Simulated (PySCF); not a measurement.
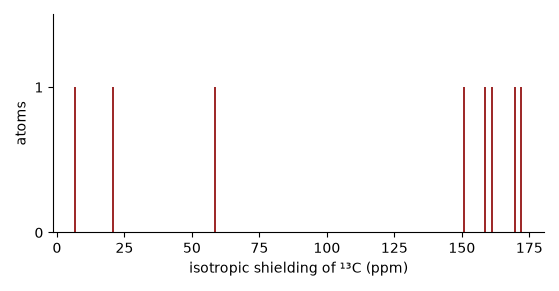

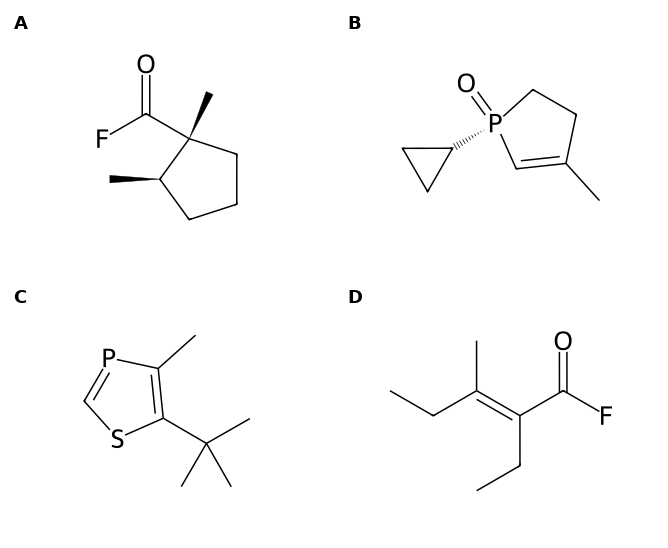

The sticks are computed shieldings of one of the molecules, for one fixed geometry (GFN2-xTB) without averaging over rotations. Low shielding means a high chemical shift. Method: GIAO PBE0/pcSseg-1 NMR shielding, non-relativistic, gas phase (PySCF 2.14.0).

Match the spectrum to a structure.

D, `CC/C(C)=C(\CC)C(=O)F`. Its 8 C atoms give lines at 6.9, 20.7, 58.4, 150.7, 158.6, 161.1, 169.6, 172.1 ppm.

The geometry is semi-empirical. Around P such bond lengths and angles can be off by a tenth of an ångström or more and by several degrees, and values that hang on the shape move with them.
